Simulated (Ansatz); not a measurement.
**BFGeH4: density, localisation and related maps**

Input

```
crystal:
  periodic: [false, false, false]
  atoms:
    - {symbol: B, position_ang: [-0.983242, 0.233917, -0.747354]}
    - {symbol: Ge, position_ang: [0.647462, -0.089788, 0.455115]}
    - {symbol: F, position_ang: [0.756791, -1.787222, 0.871424]}
    - {symbol: H, position_ang: [-1.705845, -0.655847, -1.073253]}
    - {symbol: H, position_ang: [-1.211676, 1.342359, -1.128946]}
    - {symbol: H, position_ang: [0.569202, 0.648055, 1.805838]}
    - {symbol: H, position_ang: [1.988507, 0.240526, -0.228624]}
basis:
  gaussian: {orbitals: def2-TZVPP}
hamiltonian: {xc: pbe0, dispersion: d4}
output: {orbitals: {seedname: orbitals}}
```

Run with:

```sh
ansatz run in.yaml --threads 2 --pin off --events-out ev --progress --plain --max-ram 4352MiB
```

Geometry: PBE0-D4/def2-TZVP.

All numbers below come from RKS PBE0-D4/def2-TZVPP in Ansatz 0.2.0.

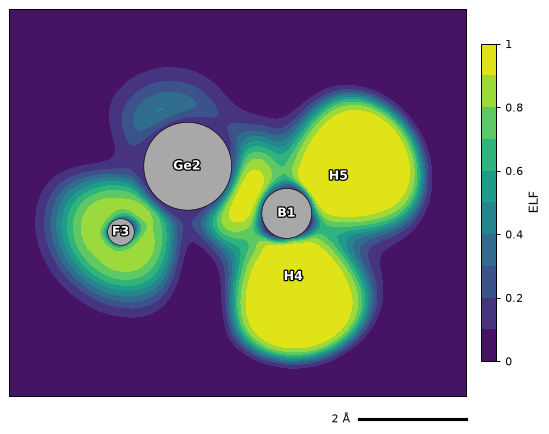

Figure 1. ELF on the plane of atoms H4, B1 and H5. Grey discs cover the atomic cores.

Q: What do the fields say about this system?

A: Atoms in the plane: B, Ge, F and H. Ge–F (1.75 Å): the ELF peaks at about 0.80 in the valence shell of F, 0.6 Å from its nucleus, and is about 0.20 at the midpoint. Ge–B (2.05 Å): the ELF peaks at about 0.95 between the atoms (a shared electron pair). B–H (1.19 Å): the ELF climbs to about 1 towards the hydrogen, as it does in any bond to H (an ordinary covalent bond to hydrogen). The ELF also peaks beside F3, away from the bonds: lone-pair regions.

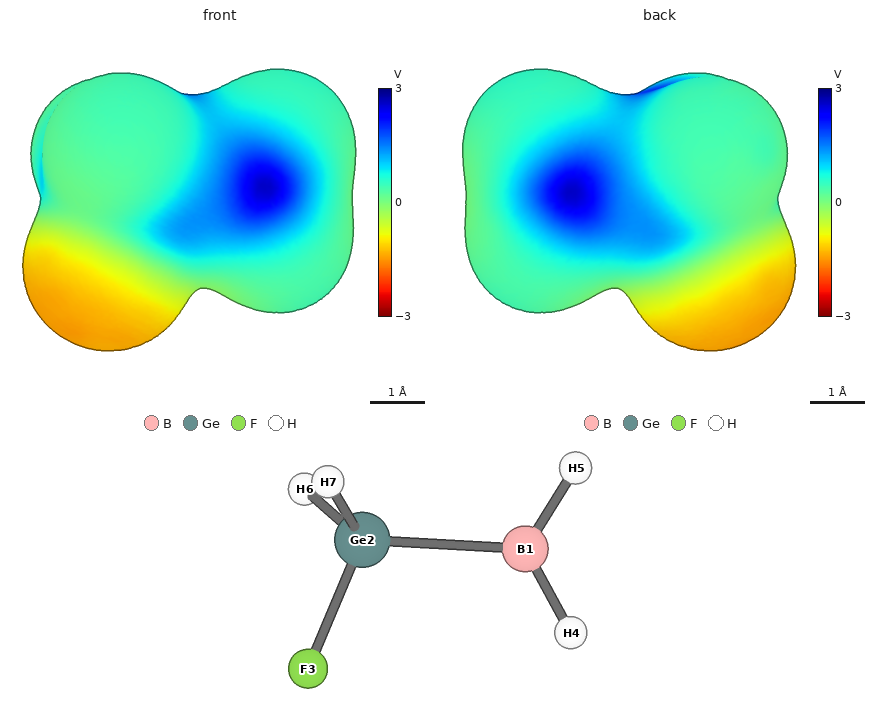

Figure 2. The electrostatic potential painted on the density surface at 0.002 e/bohr³, seen from the front and from behind; the colour scale runs from red (negative) to blue (positive). The bare structure is drawn below in the same view.

Q: Where is the surface potential most negative and most positive?

A: The most negative region (about −1.5 V) lies over F3, the most positive (about +2.5 V) over B1.

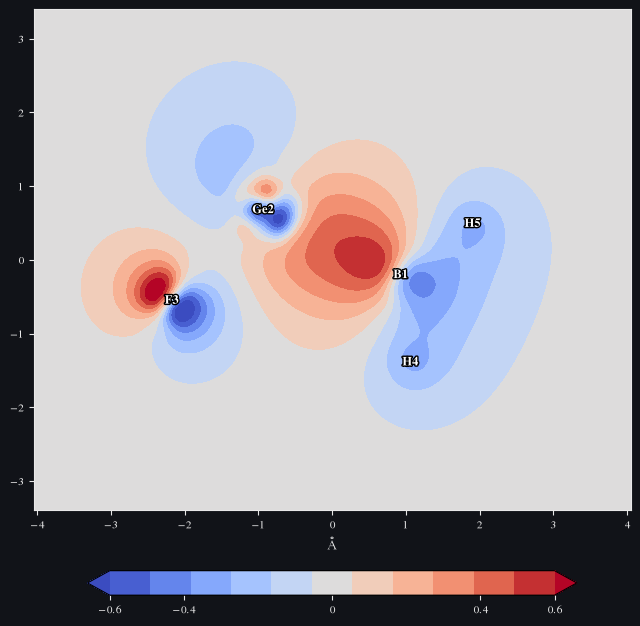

Figure 3. The HOMO on the plane of atoms H4, B1 and H5 (values in Å⁻³ᐟ²; the overall sign is arbitrary).

Q: What is the character of this orbital?

A: Its weight (Hirshfeld) is mainly on Ge2 (about 30 %), B1 (about 30 %), F3 (about 10 %), H6 (about 5 %) and H7 (about 5 %). Its energy is −8.57 eV.
